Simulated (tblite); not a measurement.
**Run report: C₃H₁₁AsSi, nudged elastic band**

The run: nudged elastic band of C₃H₁₁AsSi, SMILES CC[As](C)[SiH3]. Method and program: GFN2-xTB/xTB (tblite 0.8.0).

The run did not end well.

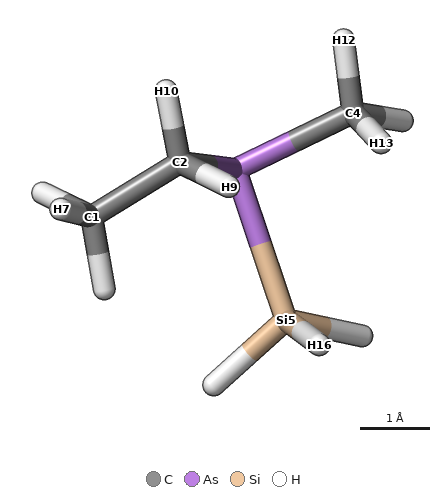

*The structure as given in the input (stick view, seen at a tilt; atoms are numbered from 1 in the order of the input).*

Bond lengths as drawn: As–C 1.98 to 1.99 Å, As–Si 2.33 Å, C–C 1.52 Å, C–H 1.09 to 1.10 Å and H–Si 1.47 Å.

The input:
```
{"job": {"xc": "GFN2-xTB", "basis": "xTB", "kind": "neb"}, "charge": 0, "multiplicity": 1}
C      2.216480    -0.074780     0.533278
C      0.832596    -0.686235     0.706977
As    -0.226430    -0.656276    -0.979863
C     -1.945408    -1.185321    -0.156041
Si    -0.659899     1.632522    -1.010241
H      2.139261     0.977054     0.257211
H      2.794435    -0.144761     1.454911
H      2.764826    -0.593000    -0.254478
H      0.285803    -0.160703     1.496023
H      0.933382    -1.729372     1.026178
H     -2.761676    -1.049266    -0.865258
H     -1.917549    -2.239510     0.123277
H     -2.159571    -0.598999     0.737237
H     -1.860291     1.926358    -1.803610
H      0.447865     2.390667    -1.605712
H     -0.891423     2.200566     0.328699
```

The first line tells a small driver script what to run in tblite; the rest is the geometry in Å.

Run as:
```bash
OMP_NUM_THREADS=1 python <driver script> task.json out
```

The program's output:
```
CalculationFailed: SCF not converged in 800 cycles
```

What the run reported:

- outcome: ended with an error
- hardware: 1 CPU thread, shared host
- wall time: 67 s
- peak memory: 0.21 GiB

Diagnosis:

The run ended with an error. Checks after the run noted: CalculationFailed: SCF not converged in 800 cycles.
